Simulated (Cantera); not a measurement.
Charge: 1 mol SiH2Cl2, 0.29 mol O3, 8.4 mol H2O, equilibrated at 1330 Pa.

Equilibrium computed with Cantera from the NASA thermochemical tables; the gas is ideal and each condensed phase is pure. Candidate condensed phases: H2O, Si, SiO2; 30 gas species. The tables hold silica as quartz up to 1696 K and as liquid above; real silica turns to tridymite and cristobalite and melts near 1996 K. Rates play no part.

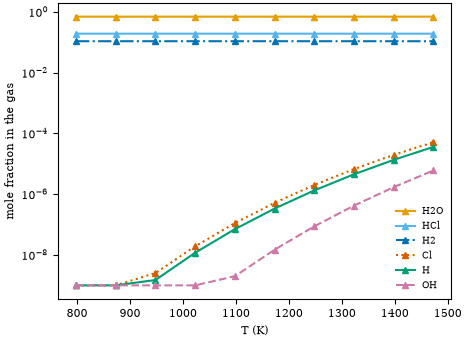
Fig. 1. Equilibrium gas composition (values under 1e-9 drawn at 1e-9)

At 798 K the condensed part is SiO2(α-quartz). From 873 K to 1473 K the condensed part is SiO2(β-quartz).
